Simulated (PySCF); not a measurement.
Bond stretch in Cl₂ (anion, charge -1), doublet.

Computed with: UCCSD(T) = CCSD(T) on UHF/def2-TZVP, 10 core orbitals frozen (PySCF); UKS-BP86/6-31G* = unrestricted BP86/6-31G*, spherical d (PySCF); UKS-B3LYP/6-31G* = unrestricted B3LYP/6-31G*, spherical d in PySCF; UKS-LDA (SVWN5) = PySCF with unrestricted LDA (SVWN5)/def2-TZVP; UCCSD = CCSD on UHF/def2-TZVP, 10 core orbitals frozen run with PySCF.

Energies are in kcal/mol, each relative to the lowest point of its own curve near equilibrium.

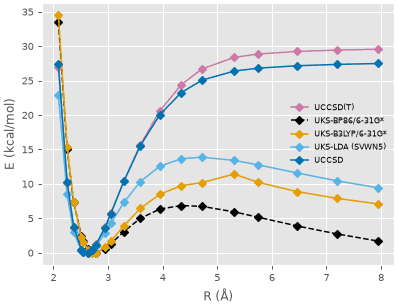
Figure. Energy against bond length for each method.

```csv
R / Å,UCCSD(T),UKS-BP86/6-31G*,UKS-B3LYP/6-31G*,UKS-LDA (SVWN5),UCCSD
2.09,26.9,33.6,34.5,22.9,27.3
2.25,10.1,15.1,15.4,8.5,10.3
2.37,3.6,7.4,7.4,3.0,3.8
2.51,0.4,2.5,2.4,0.3,0.5
2.55,0.1,1.6,1.5,0.1,0.1
2.64,0.0,0.5,0.4,0.0,0.0
2.71,0.4,0.1,0.0,0.4,0.4
2.78,1.2,0.0,0.0,0.9,1.2
2.94,3.7,0.6,0.8,2.8,3.6
3.05,5.7,1.3,1.7,4.3,5.7
3.29,10.4,3.1,3.9,7.3,10.4
3.59,15.7,5.0,6.4,10.3,15.5
3.95,20.6,6.3,8.5,12.6,20.1
4.34,24.4,6.9,9.7,13.6,23.2
4.72,26.7,6.7,10.2,13.9,25.1
5.31,28.4,5.9,11.4,13.4,26.4
5.75,28.9,5.2,10.2,12.8,26.8
6.46,29.2,3.9,8.9,11.6,27.1
7.19,29.4,2.7,7.9,10.4,27.3
7.95,29.6,1.7,7.1,9.4,27.5
```

At the longest distance, 7.95 Å, UCCSD(T) lies highest above its minimum (29.6 kcal/mol) and UKS-BP86/6-31G* lowest (1.7 kcal/mol).

The UKS-BP86/6-31G* curve passes through a maximum at 4.34 Å and then falls by 5.2 kcal/mol up to the last usable point.

The UKS-B3LYP/6-31G* curve passes through a maximum at 5.31 Å and then falls by 4.3 kcal/mol up to the last usable point.

The UKS-LDA (SVWN5) curve passes through a maximum at 4.72 Å and then falls by 4.5 kcal/mol up to the last usable point.

Where the anion isn't bound against loss of the electron, the finite basis alone holds it. At the longest distance UKS-LDA (SVWN5) leaves fractional charges on the fragments, a sign of delocalisation error or of the restricted form.
